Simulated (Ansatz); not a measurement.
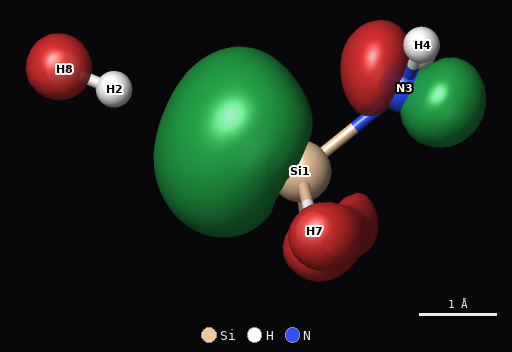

Figure 1: H4NSi···H2 (doublet). The LUMO (β) at ±0.15 Å⁻³ᐟ² (green and red are the two phases), seen at a tilt.

Not at a stationary point (largest force 1.6 eV/Å).

Method: Ansatz 0.2.0, UKS PBE0-D4/6-31G*.

Input file:

```
crystal:
  periodic: [false, false, false]
  atoms:
    - { symbol: Si, position_ang: [0.0, 0.0, 0.0] }
    - { symbol: H, position_ang: [0.0, 0.0, 1.71] }
    - { symbol: "N", position_ang: [1.7163, 0.0, -0.6061] }
    - { symbol: H, position_ang: [2.2145, -0.918, -0.7868] }
    - { symbol: H, position_ang: [2.2175, 0.918, -0.7783] }
    - { symbol: H, position_ang: [-0.6877, 1.1914, -0.4862] }
    - { symbol: H, position_ang: [-0.6877, -1.1914, -0.4862] }
    - { symbol: H, position_ang: [0.0, 0.0, 2.67] }
magnetization:
  spin_polarized: true
  initial_magnetization: 1
basis:
  gaussian: { orbitals: "6-31G*" }
hamiltonian:
  xc: pbe0
  dispersion: d4
relax:
  f_tol: 0.15
  max_steps: 25
  restrain:
    - { distance: [1, 7], at: 0.66, k: 30.0 }
    - { distance: [0, 1], at: 2.66, k: 30.0 }
output:
  orbitals: {}
```

Launched as:

```sh
ansatz run input.yaml --threads 1 --pin off --max-ram 2048MiB --backend cpu --events-out ev --progress --plain --runs-dir out
```

The fields are those of the run's last geometry, not of the input's.

Question: Describe this orbital and give its energy.

Answer: By Hirshfeld shares it lies mainly on Si1 (about 60 %), N3 (about 15 %) and H2 (about 5 %). Its energy is −1.69 eV.
